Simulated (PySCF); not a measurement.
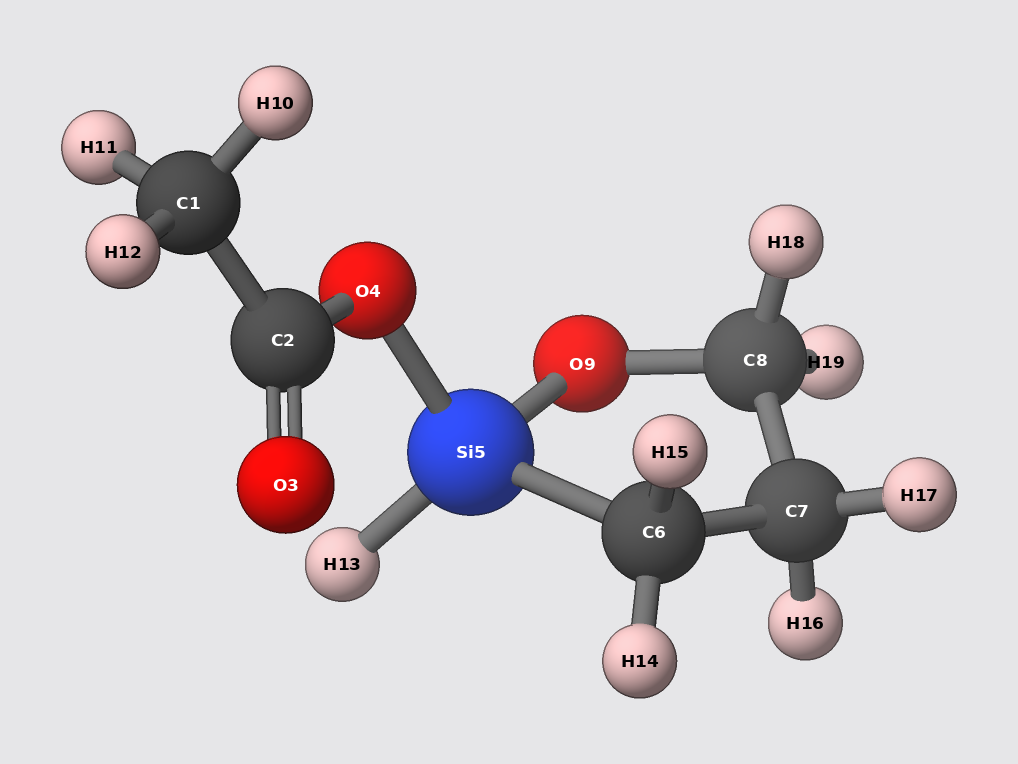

Computed geometry: PBE0-D3(BJ)/def2-SVP optimisation. No frequency run is at hand to confirm it as a minimum. Method: GIAO PBE0/pcSseg-1 NMR shielding, non-relativistic, gas phase (PySCF 2.14.0), and the same with a continuum solvent (IEF-PCM, Bondi radii x 1.2, gas-phase geometry).

How do dipole (D), HOMO–LUMO gap (eV), σ(O3) (ppm), σ(O9) (ppm), σ(C2) (ppm) change in chloroform (ε = 4.7)?

| medium | dipole (D) | HOMO–LUMO gap (eV) | σ(O3) (ppm) | σ(O9) (ppm) | σ(C2) (ppm) |
| --- | --- | --- | --- | --- | --- |
| gas phase | 1.70 | 8.04 | −138.6 | 262.7 | 4.1 |
| chloroform | 2.06 | 8.07 | −119.2 | 267.5 | 1.6 |
